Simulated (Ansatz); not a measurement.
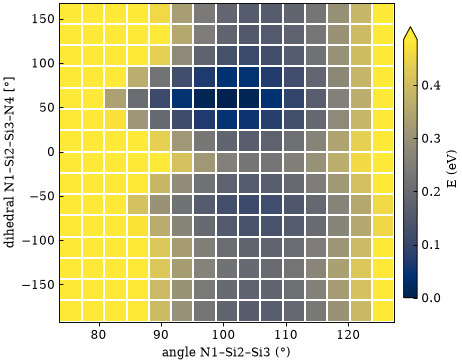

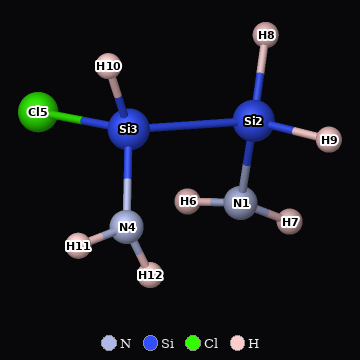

Energy landscape of ClH7N2Si2, SMILES N[SiH2][SiH](N)Cl. 
- Coordinates scanned: (1) angle N1–Si2–Si3; (2) dihedral N1–Si2–Si3–N4.
- Nothing is relaxed (all other coordinates rigid).
- Grid: 15 × 15 points.
- Energies: eV, counted from the lowest grid point.
- Energies and slopes of some neighbouring points disagree (a jump in structure or state, or too coarse a mesh).
- Theory: RKS PBE0-D4/def2-SVP (Ansatz 0.2.0).

Drawn: one coloured cell a grid point, one colour for all values above the top of the scale. The second picture is the structure at the lowest point.

Q: Summarise what can be read from the map.

A: The lowest grid point is at angle N1–Si2–Si3 = 100.5°, dihedral N1–Si2–Si3–N4 = 60°. Other grid points that lie below all their neighbours: angle N1–Si2–Si3 = 104.1°, dihedral N1–Si2–Si3–N4 = −60° (0.11 eV higher). The highest grid point, angle N1–Si2–Si3 = 75.5°, dihedral N1–Si2–Si3–N4 = 108°, lies 2.07 eV above the lowest.

Time for the 225 points that were run: 16 min on 1 thread of Intel(R) Xeon(R) Platinum 8488C (Sapphire Rapids) (shared host).
